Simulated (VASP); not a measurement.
Band structure of CuF (relaxed from the wurtzite structure, space group P6_3mc). Method: r2SCAN meta-GGA, VASP's PBE PAW potentials (set 64) (plane waves; VASP).

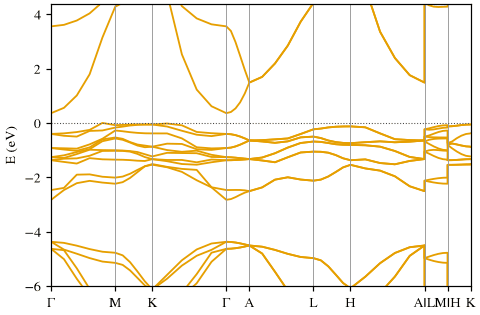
Fig. 1. Bands along high-symmetry lines, zero at the valence-band maximum or, without a gap, the Fermi level

Read the plot: is there a gap, and where are the band edges?

The gap is indirect, 0.36 eV, from the valence maximum at (0.40, 0.00, 0.00) to the conduction minimum at Γ.

The structure was generated: CuF was put into the wurtzite type (P6_3mc), which need not be its known phase. It was relaxed first, which changed the volume by +9 %.
